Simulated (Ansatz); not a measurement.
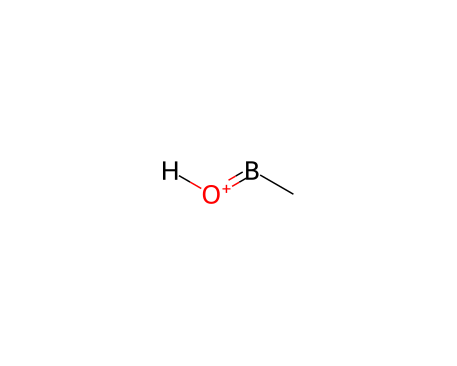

The picture comes from a calculation with Ansatz.

2D structure. The species has charge +1 and is a spin singlet.

Transcribe the drawing into SMILES.

Answer. [H]/[O+]=B/C

Give the formula, hydrogens included.

Answer. CH4BO, charge +1.

An optimisation with PBE0-D4/def2-TZVP gave a structure of which point group?

Answer. Cs.
